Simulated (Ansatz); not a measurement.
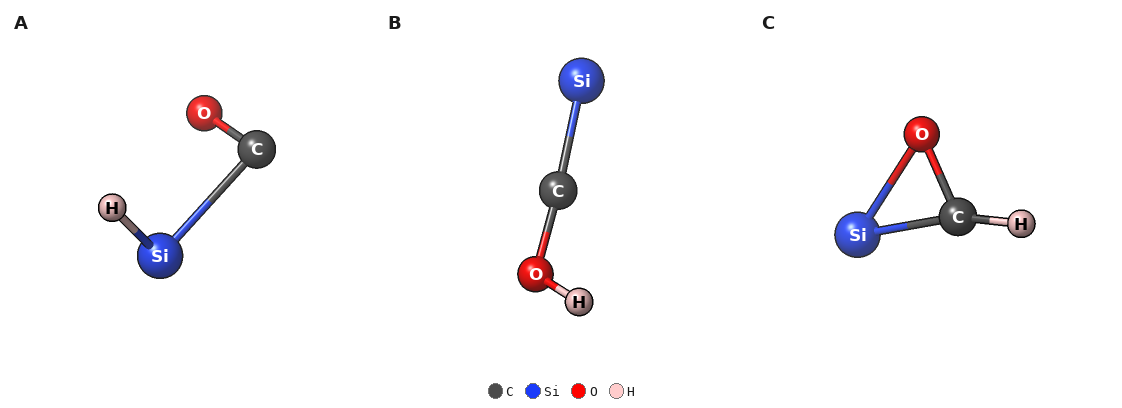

3 stationary structures of one formula. State: neutral, doublet. Geometries: PBE0-D4/def2-TZVP. Electronic energies: UHF-CCSD(T) (frozen core)/def2-TZVPP (Ansatz 0.2.0), without zero-point energy. No frequency run is at hand to confirm each as a minimum.

**Which is lowest in energy, and by how much?**

C is lowest (Cs); A lies 0.716 eV above it (C1), B lies 0.916 eV above it.

The determinant isn't a pure spin state (⟨S²⟩ up to 1.03).
